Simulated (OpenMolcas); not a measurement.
# P²⁺: CASSCF and CASPT2 terms and fine-structure levels

Which level of P²⁺ lies lowest, and where do the others fall? The reference wave functions come first, then spin-orbit coupling, then second-order correlation under several settings.

Method: state-averaged CASSCF and CASPT2, spin-orbit coupling by RASSI with atomic mean-field integrals. Code: OpenMolcas 26.06.

**1. The system**

```
Species                           : P²⁺ (phosphorus, Z = 15, 13 electrons)
Basis                             : ANO-R1 [4s3p1d], 18 functions
Scalar Hamiltonian                : X2C, finite nucleus
Inactive shells                   : 1s 2s 2p
Active space                      : 3 electrons in 4 orbitals (3s 3p)
Some configurations of this space : 3p³, 3s 3p², 3s² 3p
Orbitals                          : optimised for each spin and parity, averaged over the low roots
```

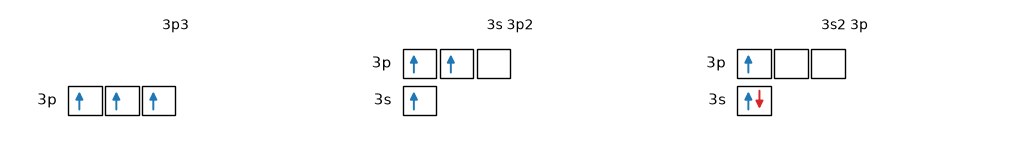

The shells outside the core, filled by Hund's rule for the drawing.

Each step is its own input file, run in one work folder so that later steps find the files of earlier ones. Labels, J, g values, rates, χT and fits are worked out afterwards by a script from the matrices that RASSI stores.

**2. Basis and integrals**

File a.inp:

```
&GATEWAY
Coord
1

P 0.0 0.0 0.0
Basis=ANO-R1
Group=XYZ
NoMove
AngMom=0.0 0.0 0.0
AMFI
&SEWARD
```

The log of the run:

```text
Basis set label: P.ANO-R...4S3P1D.

      Electronic valence basis set:
      ------------------
      Associated Effective Charge  15.000000 au
      Associated Actual Charge     15.000000 au
      Nuclear Model: Finite nucleus - Gaussian distribution
        Gaussian exponent, Xi/bohr**(-2):  4.11175E+08

      Shell  nPrim  nBasis  Cartesian Spherical Contaminant
         s      16       4        X
         p      11       3        X
         d       7       1                 X
                  Relativistic X2C integrals
                  Atomic mean-field integrals
```

**3. Reference wave functions, quartets of odd parity, 1 root**

File a.inp:

```
&RASSCF
FileOrb=start.orb
Symmetry=2
Spin=4
nActEl=3 0 0
Inactive=2 3
Ras2=1 3
CIRoot=1 1 1
SDav=1
CIMx=300
Iter=120 100
PrWF=0.3
OrbListing=Nothing
MaxOrb=0
Atom
>>> COPY $Project.JobIph JOB001
```

start.orb holds the contracted functions of the basis, ordered by shell, or the orbitals of the step before.

The log of the run, shortened:

```text
[...]
      Number of active orbitals                  4
[...]
      Spin quantum number                      1.5
[...]
      Active orbitals                            1   3
[...]
      Number of CSFs                             1
      Number of root(s) required                 1
[...]
 ###    WARNING: Problems in orbital optimization.                           ###
 ###                                                                         ###
 ###                                                                         ###
[...]
      Convergence after  4 iterations
[...]
      Natural orbitals and occupation numbers for root  1
      sym 1:   0.000000
      sym 2:   1.000000   1.000000   1.000000
::    RASSCF root number  1 Total energy:   -339.77081872
```

The warning on the orbital optimisation comes with active orbitals that are nearly full or empty in all roots, whose rotations are then almost redundant.

**4. Reference wave functions, doublets of odd parity, 11 roots**

File a.inp:

```
&RASSCF
FileOrb=start.orb
Symmetry=2
Spin=2
nActEl=3 0 0
Inactive=2 3
Ras2=1 3
CIRoot=11 11 1
SDav=11
CIMx=300
Iter=120 100
PrWF=0.3
OrbListing=Nothing
MaxOrb=0
Atom
>>> COPY $Project.JobIph JOB002
```

The log of the run, shortened:

```text
[...]
      Number of active orbitals                  4
[...]
      Spin quantum number                      0.5
[...]
      Active orbitals                            1   3
[...]
      Number of CSFs                            11
      Number of root(s) required                11
[...]
      Convergence after  8 iterations
[...]
      Natural orbitals and occupation numbers for root  1
      sym 1:   1.939878
      sym 2:   1.000000   0.030061   0.030061
      Natural orbitals and occupation numbers for root  2
      sym 1:   1.939878
      sym 2:   0.030061   1.000000   0.030061
      Natural orbitals and occupation numbers for root  3
      sym 1:   1.939878
      sym 2:   0.030061   0.030061   1.000000
::    RASSCF root number  1 Total energy:   -340.47891008
::    RASSCF root number  2 Total energy:   -340.47891008
[...]
::    RASSCF root number  8 Total energy:   -339.68800420
::    RASSCF root number  9 Total energy:   -339.60693429
::    RASSCF root number 10 Total energy:   -339.60693429
::    RASSCF root number 11 Total energy:   -339.60693429
```

**5. Reference wave functions, quartets of even parity, 3 roots**

File a.inp:

```
&RASSCF
FileOrb=start.orb
Symmetry=1
Spin=4
nActEl=3 0 0
Inactive=2 3
Ras2=1 3
CIRoot=3 3 1
SDav=3
CIMx=300
Iter=120 100
PrWF=0.3
OrbListing=Nothing
MaxOrb=0
Atom
>>> COPY $Project.JobIph JOB003
```

The log of the run:

```text
Wave function specifications:
      -----------------------------

      Number of closed shell electrons          10
      Number of electrons in active shells       3
      Max number of holes in RAS1 space          0
      Max nr of electrons in RAS3 space          0
      Number of inactive orbitals                5
      Number of active orbitals                  4
      Number of secondary orbitals               9
      Spin quantum number                      1.5
      State symmetry                             1
Orbital specifications:
      -----------------------

      Symmetry species                           1   2
                                                ag  au
      Frozen orbitals                            0   0
      Inactive orbitals                          2   3
      Active orbitals                            1   3
      RAS1 orbitals                              0   0
      RAS2 orbitals                              1   3
      RAS3 orbitals                              0   0
      Secondary orbitals                         6   3
      Deleted orbitals                           0   0
      Number of basis functions                  9   9
      Number of CSFs                             3
      Number of root(s) required                 3
      Iter CI   SX   CI       RASSCF       Energy    max ROT     max BLB   max BLB  Level Ln srch  Step   QN
          iter iter root      energy       change     param      element    value   shift minimum  type update
 Nr of preliminary CI iterations:   1
        1   1    1    0  -340.24929752    0.00E+00   0.00E+00    2   7 2  2.12E-08   0.00   0.00    SX    NO
        2   1    1    0  -340.24929752   -1.71E-13   0.00E+00    2   7 2  2.12E-08   0.00   0.00    SX    NO
        3   1    1    0  -340.24929752    1.14E-13   0.00E+00    2   7 2  2.12E-08   0.00   0.00    SX    NO
        4   1    1    0  -340.24929752   -5.68E-14   0.00E+00    2   7 2  2.12E-08   0.00   0.00    SX    NO
      Convergence after  4 iterations
        5   1    1    0  -340.24929752   -1.71E-13   0.00E+00    2   7 2  2.12E-08   0.00   0.00    SX    NO
      Natural orbitals and occupation numbers for root  1
      sym 1:   1.000000
      sym 2:   1.000000   1.000000   0.000000
      Natural orbitals and occupation numbers for root  2
      sym 1:   1.000000
      sym 2:   1.000000   0.000000   1.000000
      Natural orbitals and occupation numbers for root  3
      sym 1:   1.000000
      sym 2:   0.000000   1.000000   1.000000
::    RASSCF root number  1 Total energy:   -340.24929752
::    RASSCF root number  2 Total energy:   -340.24929752
::    RASSCF root number  3 Total energy:   -340.24929752
```

**6. CASSCF: doublets of even parity, 9 roots**

File a.inp:

```
&RASSCF
FileOrb=start.orb
Symmetry=1
Spin=2
nActEl=3 0 0
Inactive=2 3
Ras2=1 3
CIRoot=9 9 1
SDav=9
CIMx=300
Iter=120 100
PrWF=0.3
OrbListing=Nothing
MaxOrb=0
Atom
>>> COPY $Project.JobIph JOB004
```

The log of the run, shortened:

```text
[...]
      Number of active orbitals                  4
[...]
      Spin quantum number                      0.5
[...]
      Active orbitals                            1   3
[...]
      Number of CSFs                             9
      Number of root(s) required                 9
[...]
      Convergence after  5 iterations
[...]
      Natural orbitals and occupation numbers for root  1
      sym 1:   1.000000
      sym 2:   1.194043   0.756163   0.049794
      Natural orbitals and occupation numbers for root  2
      sym 1:   1.000000
      sym 2:   1.219027   0.067211   0.713762
      Natural orbitals and occupation numbers for root  3
      sym 1:   1.000000
      sym 2:   0.059884   0.730904   1.209212
::    RASSCF root number  1 Total energy:   -340.08792132
::    RASSCF root number  2 Total energy:   -340.08792132
[...]
::    RASSCF root number  6 Total energy:   -340.00640884
::    RASSCF root number  7 Total energy:   -339.93307364
::    RASSCF root number  8 Total energy:   -339.93307364
::    RASSCF root number  9 Total energy:   -339.93307364
```

**7. State interaction with spin-orbit coupling**

File a.inp:

```
&RASSI
NrOfJobIphs=4 1 11 3 9
1
1 2 3 4 5 6 7 8 9 10 11
1 2 3
1 2 3 4 5 6 7 8 9
IphNames
JOB001
JOB002
JOB003
JOB004
EJob
SpinOrbit
DIPRint=1.0
SOCoupling=1000.0
Subsets=2
MEES
Property=10
'ANGMOM' 1 'ANGMOM' 2 'ANGMOM' 3 'MLTPL  1' 1 'MLTPL  1' 2 'MLTPL  1' 3
'AMFI' 1 'AMFI' 2 'AMFI' 3 'MLTPL  2' 6
SOProperty=3
'ANGMOM' 1 'ANGMOM' 2 'ANGMOM' 3
```

The log of the run:

```text
SPIN-FREE ENERGIES:
  (Shifted by EMIN (a.u.) =       -340.4789100814)

 SF State       Relative EMIN(au)   Rel lowest level(eV)    D:o, cm**(-1)      L_eff

     2             0.0000000000        0.0000000000              0.0000         1.0
     3             0.0000000000        0.0000000000              0.0000         1.0
     4             0.0000000000        0.0000000000              0.0000         1.0
    13             0.2296125640        6.2480761673          50394.1329         1.0
    14             0.2296125640        6.2480761673          50394.1329         1.0
    15             0.2296125640        6.2480761673          50394.1329         1.0
    16             0.3909887628       10.6393462418          85812.1146         2.0
    17             0.3909887628       10.6393462418          85812.1146         2.0
    18             0.3909887628       10.6393462418          85812.1146         2.0
    19             0.3909887628       10.6393462418          85812.1146         2.0
    20             0.3909887628       10.6393462418          85812.1146         2.0
    21             0.4725012383       12.8574136964         103702.0351         0.0
    22             0.5458364416       14.8529662402         119797.2518         1.0
    23             0.5458364416       14.8529662402         119797.2518         1.0
    24             0.5458364416       14.8529662402         119797.2518         1.0
     1             0.7080913579       19.2681474379         155408.0898         0.0
     8             0.7909058775       21.5216453158         173583.7759         2.0
     9             0.7909058775       21.5216453158         173583.7759         2.0
     7             0.7909058775       21.5216453158         173583.7759         2.0
     5             0.7909058775       21.5216453158         173583.7759         2.0
     6             0.7909058775       21.5216453158         173583.7759         2.0
    10             0.8719757890       23.7276699929         191376.5649         1.0
    11             0.8719757890       23.7276699929         191376.5649         1.0
    12             0.8719757890       23.7276699929         191376.5649         1.0
     Dipole printing threshold changed to   1.00000000E+00

++ Dipole transition strengths (spin-free states):
   -----------------------------------------------
     for osc. strength at least  1.00000000E+00

  ( Max oscillator strength is only   0.48111865013125238      )
--
Eigenvalues of complex Hamiltonian:
   -----------------------------------
  (Shifted by EMIN (a.u.) =       -340.4789100814)

 SO State       Relative EMIN(au)   Rel lowest level(eV)    D:o, cm**(-1)     J-value

     1            -0.0016663762        0.0000000000              0.0000         0.4
     2            -0.0016663762        0.0000000000              0.0000         0.4
     3             0.0008328445        0.0680072615            548.5156         1.4
     4             0.0008328445        0.0680072615            548.5156         1.4
     5             0.0008328445        0.0680072615            548.5156         0.9
     6             0.0008328445        0.0680072615            548.5156         0.9
     7             0.2280743721        6.2515642403          50422.2661         0.4
     8             0.2280743721        6.2515642403          50422.2661         0.4
     9             0.2290012498        6.2767858672          50625.6922         1.2
    10             0.2290012498        6.2767858672          50625.6922         1.4
    11             0.2290012498        6.2767858672          50625.6922         1.1
    12             0.2290012498        6.2767858672          50625.6922         0.9
    13             0.2305157950        6.3179987396          50958.0964         1.2
    14             0.2305157950        6.3179987396          50958.0964         1.2
    15             0.2305157950        6.3179987396          50958.0964         2.3
    16             0.2305157950        6.3179987396          50958.0964         2.1
    17             0.2305157950        6.3179987396          50958.0964         2.3
    18             0.2305157950        6.3179987396          50958.0964         2.4
    19             0.3909828889       10.6845308137          86176.5527         1.1
    20             0.3909828889       10.6845308137          86176.5527         1.1
    21             0.3909828889       10.6845308137          86176.5527         1.2
    22             0.3909828889       10.6845308137          86176.5527         1.2
    23             0.3909981987       10.6849474140          86179.9128         2.1
    24             0.3909981987       10.6849474140          86179.9128         2.1
    25             0.3909981987       10.6849474140          86179.9128         1.8
    26             0.3909981987       10.6849474140          86179.9128         1.8
    27             0.3909981987       10.6849474140          86179.9128         2.1
    28             0.3909981987       10.6849474140          86179.9128         2.1
    29             0.4724923998       12.9025175976         104065.8226         0.4
    30             0.4724923998       12.9025175976         104065.8226         0.4
    31             0.5447544882       14.8688691960         119925.5178         0.4
    32             0.5447544882       14.8688691960         119925.5178         0.4
    33             0.5463991213       14.9136219409         120286.4730         1.0
    34             0.5463991213       14.9136219409         120286.4730         1.0
    35             0.5463991213       14.9136219409         120286.4730         1.3
    36             0.5463991213       14.9136219409         120286.4730         1.3
    37             0.7080735595       19.3130075254         155769.9108         1.0
    38             0.7080735595       19.3130075254         155769.9108         1.1
    39             0.7080735595       19.3130075254         155769.9108         1.3
    40             0.7080735595       19.3130075254         155769.9108         1.2
    41             0.7908619410       21.5657941523         173939.8603         1.3
Weights of the five most important spin-orbit-free states for each spin-orbit state.

 SO State  Total energy (au)           Spin-free states, spin, and weights
 -------------------------------------------------------------------------------------------------------
    1        -0.001666       2 0.5  0.3333    4 0.5  0.3333    3 0.5  0.3333   10 0.5  0.0000   12 0.5  0.0000
    2        -0.001666       3 0.5  0.3333    4 0.5  0.3333    2 0.5  0.3333   11 0.5  0.0000   12 0.5  0.0000
    3         0.000833       4 0.5  0.6597    2 0.5  0.1767    3 0.5  0.1636    1 1.5  0.0000    9 0.5  0.0000
    4         0.000833       4 0.5  0.6597    2 0.5  0.1767    3 0.5  0.1636    1 1.5  0.0000    9 0.5  0.0000
    5         0.000833       3 0.5  0.5031    2 0.5  0.4900    4 0.5  0.0070    1 1.5  0.0000    5 0.5  0.0000
    6         0.000833       3 0.5  0.5031    2 0.5  0.4900    4 0.5  0.0070    1 1.5  0.0000    5 0.5  0.0000
    7         0.228074      15 1.5  0.3333   13 1.5  0.3333   14 1.5  0.3333   21 0.5  0.0001   23 0.5  0.0000
    8         0.228074      13 1.5  0.3333   14 1.5  0.3333   15 1.5  0.3333   21 0.5  0.0001   23 0.5  0.0000
    9         0.229001      15 1.5  0.5685   13 1.5  0.3235   14 1.5  0.1080   20 0.5  0.0000   19 0.5  0.0000
   10         0.229001      15 1.5  0.5886   14 1.5  0.2717   13 1.5  0.1396   20 0.5  0.0000   19 0.5  0.0000
   11         0.229001      14 1.5  0.5587   13 1.5  0.3431   15 1.5  0.0982   17 0.5  0.0000   18 0.5  0.0000
   12         0.229001      13 1.5  0.5271   14 1.5  0.3949   15 1.5  0.0780   17 0.5  0.0000   16 0.5  0.0000
```

These steps took 13 s in all on 1 thread, shared host.

The roots that group into whole terms:

```
configuration  term  E (cm⁻¹)
       3s² 3p   ²P°       0.0
       3s 3p²    ⁴P     50394
       3s 3p²    ²D     85812
       3s 3p²    ²S    103702
       3s 3p²    ²P    119797
          3p³   ⁴S°    155408
          3p³   ²D°    173584
          3p³   ²P°    191377
```

Levels with spin-orbit coupling, from the RASSI matrices grouped by J:

| Configuration | Term | J | E (cm⁻¹) | g | Leading % |
| --- | --- | --- | --- | --- | --- |
| 3s² 3p | ²P° | 1/2 | 0.0 | 0.666 | 100 |
| 3s² 3p | ²P° | 3/2 | 549 | 1.334 | 100 |
| 3s 3p² | ⁴P | 1/2 | 50422 | 2.670 | 100 |
| 3s 3p² | ⁴P | 3/2 | 50626 | 1.735 | 100 |
| 3s 3p² | ⁴P | 5/2 | 50958 | 1.601 | 100 |
| 3s 3p² | ²D | 3/2 | 86177 | 0.800 | 100 |
| 3s 3p² | ²D | 5/2 | 86180 | 1.200 | 100 |
| 3s 3p² | ²S | 1/2 | 104066 | 2.002 | 100 |
| 3s 3p² | ²P | 1/2 | 119926 | 0.666 | 100 |
| 3s 3p² | ²P | 3/2 | 120286 | 1.334 | 100 |
| 3p³ | ⁴S° | 3/2 | 155770 | 2.002 | 100 |
| 3p³ | ²D° | 3/2 | 173940 | 0.800 | 100 |
| 3p³ | ²D° | 5/2 | 173950 | 1.200 | 100 |
| 3p³ | ²P° | 1/2 | 191731 | 0.666 | 100 |
| 3p³ | ²P° | 3/2 | 191762 | 1.334 | 100 |

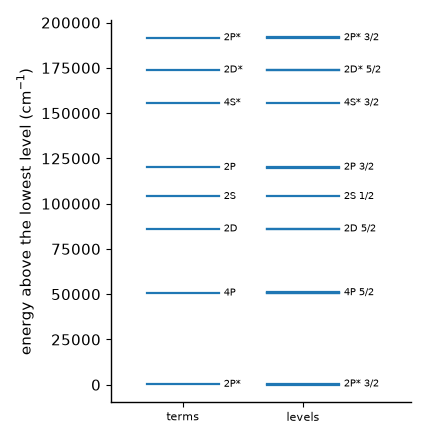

Terms (left) and the levels that spin-orbit coupling splits them into (right).

Transitions at CASSCF energies (vacuum wavelengths; branching counts decays inside the model space alone):

```
        upper           lower  type  λ (nm)   A (s-1)  branching %
3s 3p² ²P_3/2  3s² 3p ²P°_1/2    E1   83.13  1.53e+09         16.6
3s 3p² ²P_1/2  3s² 3p ²P°_1/2    E1   83.39  6.03e+09         65.6
3s 3p² ²P_3/2  3s² 3p ²P°_3/2    E1   83.52  7.70e+09         83.4
3s 3p² ²P_1/2  3s² 3p ²P°_3/2    E1   83.77  3.17e+09         34.4
  3p³ ²P°_3/2   3s 3p² ²D_3/2    E1   94.71  3.90e+08          6.2
  3p³ ²P°_3/2   3s 3p² ²D_5/2    E1   94.71  3.13e+09         49.6
  3p³ ²P°_1/2   3s 3p² ²D_3/2    E1   94.74  3.57e+09         56.5
  3p³ ⁴S°_3/2   3s 3p² ⁴P_1/2    E1   94.92  1.38e+09         16.8
  3p³ ⁴S°_3/2   3s 3p² ⁴P_3/2    E1   95.11  2.74e+09         33.5
  3p³ ⁴S°_3/2   3s 3p² ⁴P_5/2    E1   95.41  4.08e+09         49.7
3s 3p² ²S_1/2  3s² 3p ²P°_1/2    E1   96.09  1.45e+09         35.8
3s 3p² ²S_1/2  3s² 3p ²P°_3/2    E1    96.6  2.60e+09         64.2
  3p³ ²D°_5/2   3s 3p² ²D_5/2    E1   113.9  2.25e+09         75.8
  3p³ ²D°_3/2   3s 3p² ²D_3/2    E1   113.9  2.13e+09         71.7
  3p³ ²P°_3/2   3s 3p² ²S_1/2    E1     114  8.19e+08         13.0
  3p³ ²P°_1/2   3s 3p² ²S_1/2    E1   114.1  7.43e+08         11.8
3s 3p² ²D_3/2  3s² 3p ²P°_1/2    E1     116  9.64e+08         84.4
3s 3p² ²D_5/2  3s² 3p ²P°_3/2    E1   116.8  1.12e+09        100.0
  3p³ ²P°_1/2   3s 3p² ²P_1/2    E1   139.3  1.36e+09         21.6
  3p³ ²P°_3/2   3s 3p² ²P_3/2    E1   139.9  1.68e+09         26.6
  3p³ ²D°_3/2   3s 3p² ²P_1/2    E1   185.1  4.81e+08         16.2
  3p³ ²D°_5/2   3s 3p² ²P_3/2    E1   186.3  5.50e+08         18.5
```

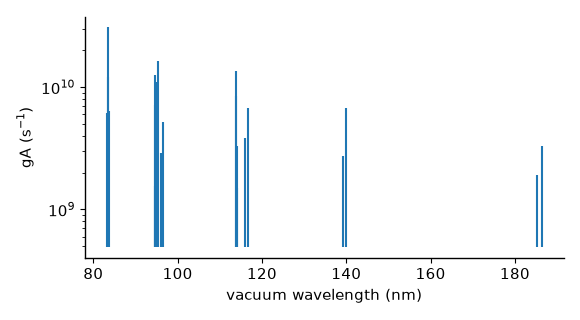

The lines as sticks of height gA, A times the degeneracy of the upper level: electric dipole blue, forbidden lines red.

(Part 1 of 2 ends here.)
